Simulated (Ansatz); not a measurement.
**CH6FNSn (SMILES [CH3][SnH]([NH2])[F]) at revPBE/def2-SVP (core potential)**

What is the energy change on altering one bond length of CH6FNSn at revPBE/def2-SVP (core potential)? 

The calculation is run with Ansatz 0.2.0.

112 further runs of the same task are left out: 112 set aside as unsound or not needed.

### Step 1. The molecule

The species is CH6FNSn (10 atoms), meant as a singlet with charge 0. SMILES: `[CH3][SnH]([NH2])[F]`. Geometry: relaxed at PBE0-D4/def2-TZVP. This is one conformer, not always the lowest.

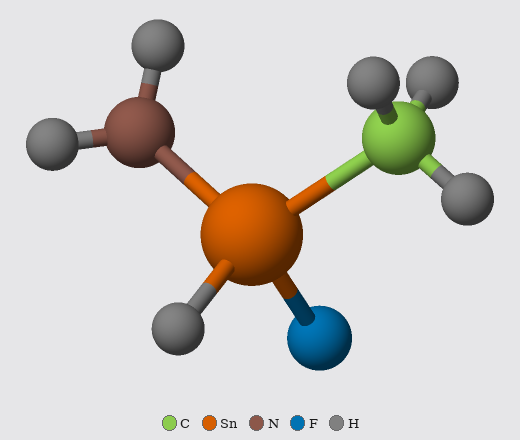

Viewed from a chosen angle; carbon green, tin orange, nitrogen brown, fluorine blue, hydrogen grey.

### Step 2. The energy at revPBE/def2-SVP (core potential)

The input, molecule.yaml:

```yaml
crystal:
  periodic: [false, false, false]
  atoms:
    - symbol: C
      position_ang: [-1.023300, 1.186900, 0.305600]
    - symbol: Sn
      position_ang: [-0.012600, -0.424100, -0.632800]
    - symbol: N
      position_ang: [1.522200, -1.085200, 0.465800]
    - symbol: F
      position_ang: [-1.308600, -1.855400, -0.593400]
    - symbol: H
      position_ang: [-1.191500, 0.935400, 1.352900]
    - symbol: H
      position_ang: [-0.432400, 2.100700, 0.242800]
    - symbol: H
      position_ang: [-1.985300, 1.342500, -0.181300]
    - symbol: H
      position_ang: [0.413300, -0.329300, -2.280300]
    - symbol: H
      position_ang: [1.719700, -0.610700, 1.333200]
    - symbol: H
      position_ang: [2.381600, -1.312000, -0.009700]
basis:
  gaussian: {orbitals: def2-SVP}
magnetization: {spin_polarized: false}
hamiltonian: {xc: {name: revPBE}}
accuracy: high
output: {orbitals: {seedname: orbitals}}
```

On the command line:

```console
$ ansatz run molecule.yaml --threads 1 --pin off --max-ram 3480MiB --events-out events.jsonl --progress --plain --runs-dir runs
```

Log:

```text
Warning: RAYON_NUM_THREADS=1 ignored (pool sized by the plan → 1); use --threads N
Functional definition: revPBE
  name "revPBE"
  parameter kappa = 1.245
  parameter beta = 0.06672455060314922
  exchange = pbe_x(kappa = kappa, mu = beta*pi^2/3)
  correlation = pbe_c(beta = beta)
2383 factors; integrals over basis functions are off by at most 8.1e-9 eV
mean field evaluation 1: about -11153.2265 eV, gradient 8.6e1 eV
mean field evaluation 2: about -11096.8623 eV, gradient 1.6e2 eV
mean field evaluation 4: about -11168.3164 eV, gradient 1.6e1 eV
mean field evaluation 8: about -11168.9538 eV, gradient 9.6e-1 eV
mean field evaluation 16: about -11168.9560 eV, gradient 3.4e-5 eV
mean field -11168.95601769 eV, -410.4515630600 hartree, gradient 3.6e-8 eV, S^2 0.000000; 0 other end points of the search recorded, 0 dependent functions left out
reference -11168.95602274 eV, -410.4515632454 hartree; 25, 25 occupied and 73, 73 virtual orbitals, 2383 factors
Total energy: -11168.95602274 eV, -410.4515632454 hartree
```

Wall time 8.7 s (1 thread of Arm Neoverse V2, shared host); peak memory 0.28 GiB.

### Step 3. The distorted shape, same level

The input, input.yaml:

```yaml
crystal:
  periodic: [false, false, false]
  atoms:
    - symbol: C
      position_ang: [-1.364011, 1.111062, 1.623564]
    - symbol: Sn
      position_ang: [-0.353311, -0.499938, 0.685164]
    - symbol: N
      position_ang: [1.181489, -1.161038, 1.783764]
    - symbol: F
      position_ang: [-1.649311, -1.931238, 0.724564]
    - symbol: H
      position_ang: [-1.532211, 0.859562, 2.670864]
    - symbol: H
      position_ang: [-0.773111, 2.024862, 1.560764]
    - symbol: H
      position_ang: [-2.326011, 1.266662, 1.136664]
    - symbol: H
      position_ang: [0.413300, -0.329300, -2.280300]
    - symbol: H
      position_ang: [1.378989, -0.686538, 2.651164]
    - symbol: H
      position_ang: [2.040889, -1.387838, 1.308264]
basis:
  gaussian: {orbitals: def2-SVP}
hamiltonian: {xc: {name: revPBE}}
accuracy: high
output: {orbitals: {seedname: orbitals}}
```

On the command line:

```console
$ ansatz run input.yaml --threads 1 --pin off --max-ram 3480MiB --events-out events.jsonl --progress --plain --runs-dir runs
```

Log:

```text
Warning: RAYON_NUM_THREADS=1 ignored (pool sized by the plan → 1); use --threads N
[... 6 set-up lines as earlier in the session ...]
2343 factors; integrals over basis functions are off by at most 1.7e-8 eV
mean field evaluation 1: about -11149.9731 eV, gradient 8.6e1 eV
mean field evaluation 2: about -11073.4648 eV, gradient 1.7e2 eV
mean field evaluation 4: about -11162.6224 eV, gradient 2.4e1 eV
mean field evaluation 8: about -11166.1873 eV, gradient 4.5e0 eV
mean field evaluation 16: about -11166.3175 eV, gradient 1.3e-4 eV
mean field -11166.31747523 eV, -410.3545984128 hartree, gradient 1.8e-8 eV, S^2 0.000000; 0 other end points of the search recorded, 0 dependent functions left out
reference -11166.31748043 eV, -410.3545986040 hartree; 25, 25 occupied and 73, 73 virtual orbitals, 2343 factors
Total energy: -11166.31748043 eV, -410.3545986040 hartree
```

Wall time 9.3 s (1 thread of Arm Neoverse V2, shared host); peak memory 0.28 GiB.

### Step 4. Outcome

At revPBE/def2-SVP (core potential):

| quantity | value |
| --- | --- |
| first shape: total energy | -410.45156 Eh |
| first shape: HOMO energy | -5.63 eV |
| first shape: LUMO energy | -0.48 eV |
| first shape: HOMO–LUMO gap | 5.15 eV |
| distorted shape: total energy | -410.35460 Eh |
| distorted shape: HOMO energy | -5.66 eV |
| distorted shape: LUMO energy | -3.84 eV |
| distorted shape: HOMO–LUMO gap | 1.82 eV |
| energy change with the Sn2–H8 bond stretched from 1.704 to 3.068 Å | 2.639 eV |

**Reading.** One bond (distorted shape) is far stretched, which a spin-restricted single reference describes badly; a broken-symmetry solution may lie lower. With the Sn2–H8 bond stretched from 1.704 to 3.068 Å the energy rises by 2.64 eV (255 kJ/mol). The first shape isn't relaxed at this level, so the change isn't measured from a minimum. A restricted reference can't describe the breaking bond well at this length.
